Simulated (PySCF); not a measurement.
**Run report: AlBrF, geometry relaxation (part 5 of 5)**

The same run, continued: AlBrF, multiplicity 2, SMILES [F][Al][Br]; TPSSh/def2-SVP, UKS (PySCF 2.14.0). The geometry comes from this level: PBE0-D4/def2-TZVP.

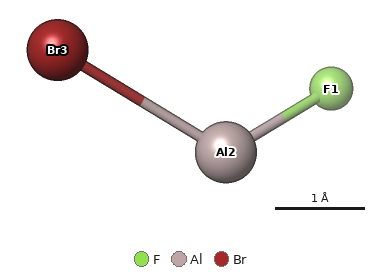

**Figure 1.** The geometry at step 49 of the log (ball-and-stick view, seen at a tilt; atoms are numbered from 1 in the order of the input).

Trajectory as extended XYZ, continued
```
3
Properties=species:S:1:pos:R:3:forces:R:3 step=44 energy=-79572.76126
F    -1.1437    1.0227   -0.5087    0.0005   0.0009  -0.0008
Al   -0.4328   -0.4750   -0.2876    0.0003   0.0007   0.0004
Br    1.5849   -0.6052    0.7720    0.0005   0.0002  -0.0009
3
Properties=species:S:1:pos:R:3:forces:R:3 step=45 energy=-79572.76126
F    -1.1438    1.0226   -0.5087    0.0006   0.0008  -0.0008
Al   -0.4328   -0.4750   -0.2876    0.0002   0.0008   0.0003
Br    1.5850   -0.6051    0.7720    0.0005   0.0002  -0.0008
3
Properties=species:S:1:pos:R:3:forces:R:3 step=46 energy=-79572.76126
F    -1.1438    1.0226   -0.5087    0.0006   0.0008  -0.0007
Al   -0.4327   -0.4750   -0.2876    0.0002   0.0009   0.0003
Br    1.5850   -0.6051    0.7720    0.0005   0.0002  -0.0008
3
Properties=species:S:1:pos:R:3:forces:R:3 step=47 energy=-79572.76126
F    -1.1439    1.0225   -0.5086    0.0006   0.0008  -0.0007
Al   -0.4327   -0.4751   -0.2876    0.0002   0.0008   0.0003
Br    1.5851   -0.6050    0.7719    0.0005   0.0002  -0.0008
3
Properties=species:S:1:pos:R:3:forces:R:3 step=48 energy=-79572.76126
F    -1.1441    1.0224   -0.5086    0.0006   0.0008  -0.0007
Al   -0.4327   -0.4751   -0.2875    0.0002   0.0008   0.0003
Br    1.5852   -0.6048    0.7718    0.0005   0.0003  -0.0008
3
Properties=species:S:1:pos:R:3:forces:R:3 step=49 energy=-79572.76126
F    -1.1442    1.0223   -0.5085    0.0007   0.0008  -0.0007
Al   -0.4327   -0.4751   -0.2875    0.0001   0.0009   0.0003
Br    1.5853   -0.6046    0.7717    0.0006   0.0003  -0.0008
3
Properties=species:S:1:pos:R:3:forces:R:3 step=50 energy=-79572.76126
F    -1.1447    1.0219   -0.5083    0.0007   0.0008  -0.0007
Al   -0.4326   -0.4753   -0.2874    0.0001   0.0008   0.0002
Br    1.5857   -0.6041    0.7713    0.0005   0.0003  -0.0008
3
Properties=species:S:1:pos:R:3:forces:R:3 step=51 energy=-79572.76126
F    -1.1451    1.0215   -0.5080    0.0006   0.0008  -0.0007
Al   -0.4325   -0.4754   -0.2872    0.0001   0.0008   0.0002
Br    1.5861   -0.6036    0.7709    0.0005   0.0003  -0.0008
3
Properties=species:S:1:pos:R:3:forces:R:3 step=52 energy=-79572.76126
F    -1.1456    1.0211   -0.5078    0.0007   0.0007  -0.0006
Al   -0.4324   -0.4756   -0.2871    0.0000   0.0009   0.0002
Br    1.5865   -0.6030    0.7706    0.0006   0.0003  -0.0007
3
Properties=species:S:1:pos:R:3:forces:R:3 step=53 energy=-79572.76126
F    -1.1468    1.0201   -0.5072    0.0006   0.0009  -0.0006
Al   -0.4322   -0.4760   -0.2867    0.0001   0.0008   0.0002
Br    1.5874   -0.6016    0.7697    0.0005   0.0003  -0.0007
3
Properties=species:S:1:pos:R:3:forces:R:3 step=54 energy=-79572.76126
F    -1.1476    1.0193   -0.5069    0.0005   0.0009  -0.0006
Al   -0.4321   -0.4763   -0.2865    0.0000   0.0008   0.0002
Br    1.5881   -0.6006    0.7691    0.0004   0.0003  -0.0007
```

This output came from the following input.

Input (calc.py)
```python
# [F][Al][Br]
from pyscf import gto, dft
from pyscf.geomopt.geometric_solver import kernel as optimise

mol = gto.Mole()
mol.atom = '''
F     -1.120000     1.016600    -0.510500
Al    -0.440000    -0.468200    -0.288800
Br     1.549000    -0.613200     0.786200
'''
mol.verbose = 3
mol.max_memory = 1860
mol.basis = 'def2-svp'
mol.spin = 1
mol.build()

myscf = dft.UKS(mol)
myscf.xc = 'tpssh'
myscf = myscf.density_fit(auxbasis='def2-svp-ri')
myscf.conv_tol = 1e-10
myscf.grids.level = 4
converged, mol_eq = optimise(myscf, maxsteps=60, convergence_set='GAU_TIGHT')
print('converged:', converged)
print(mol_eq.tostring())

myscf.reset(mol_eq)
mol = mol_eq
myscf.kernel()
if not myscf.converged:
    myscf = myscf.newton().run(myscf.mo_coeff, myscf.mo_occ)
e_final = myscf.e_tot
print('E(%s) = %.9f' % ('TPSSH', e_final))
```

Launched with:
```bash
OMP_NUM_THREADS=1 python calc.py
```

Summary

| quantity | value |
| --- | --- |
| outcome | converged |
| total energy | −2924.245040 hartree |
| basis functions | 64 |
| ⟨S²⟩ | 0.752 |
| dipole moment | 1.60 D |
| hardware | 1 thread of Arm Neoverse V1, 24 GiB of memory available, shared host |
| wall time | 10 min |
| peak memory | 0.68 GiB |
